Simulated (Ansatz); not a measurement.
BH3O3···H2···H2O

Input file:

```
crystal:
  periodic: [false, false, false]
  atoms:
    - { symbol: B, position_ang: [-1.187398, 0.343553, -0.296774] }
    - { symbol: H, position_ang: [0.91375, -0.460378, -1.283813] }
    - { symbol: O, position_ang: [-1.905206, -0.685427, -0.844166] }
    - { symbol: O, position_ang: [-0.861714, 1.461589, -1.019518] }
    - { symbol: H, position_ang: [1.30815, -0.439736, 1.451785] }
    - { symbol: O, position_ang: [-0.815286, 0.261545, 1.097777] }
    - { symbol: H, position_ang: [1.325617, -0.680883, -0.754835] }
    - { symbol: O, position_ang: [2.201146, -0.817067, 1.337638] }
    - { symbol: H, position_ang: [-2.120895, -0.521193, -1.781091] }
    - { symbol: H, position_ang: [-0.383001, 2.117813, -0.480696] }
    - { symbol: H, position_ang: [-1.198896, -0.553225, 1.476621] }
    - { symbol: H, position_ang: [2.723731, -0.026691, 1.096971] }
basis:
  gaussian: { orbitals: def2-SVP }
hamiltonian:
  xc: blyp
  dispersion: d4
relax:
  f_tol: 0.03
  max_steps: 50
output:
  orbitals: {}
```

Launched as:

```sh
ansatz run input.yaml --threads 2 --pin off --max-ram 3072MiB --backend cpu --events-out ev --progress --plain --runs-dir out
```

The fields are those of the relaxed geometry.

Theory: Ansatz, RKS BLYP-D4/def2-SVP.

Question: Predict the electron density and electron localisation function between the atoms.

Answer: B–O (1.37 Å): the density is about 2.1 e/Å³ at the midpoint; the ELF peaks at about 0.90 between the atoms (a polar covalent bond).
O–H (0.97 Å): ρ is about 3.6 e/Å³ halfway; the ELF climbs to about 1 towards the hydrogen, as it does in any bond to H; a covalent bond by its length.

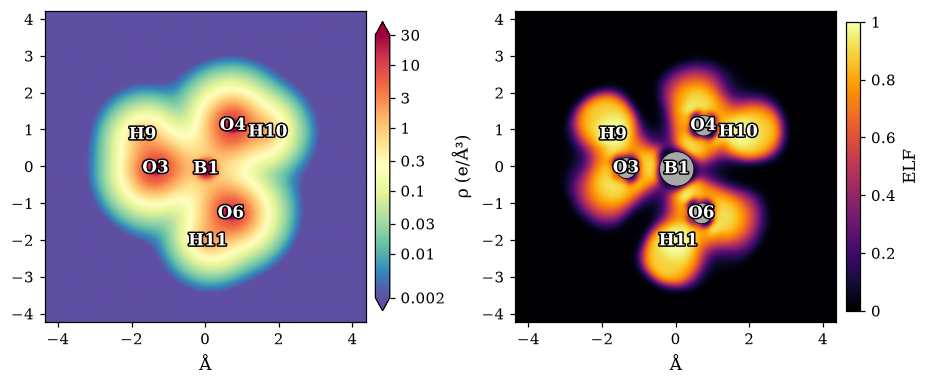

Computed electron density and electron localisation function on the plane of atoms B1, O6 and H11, in this order. Grey discs cover the atomic cores in the ELF map. 
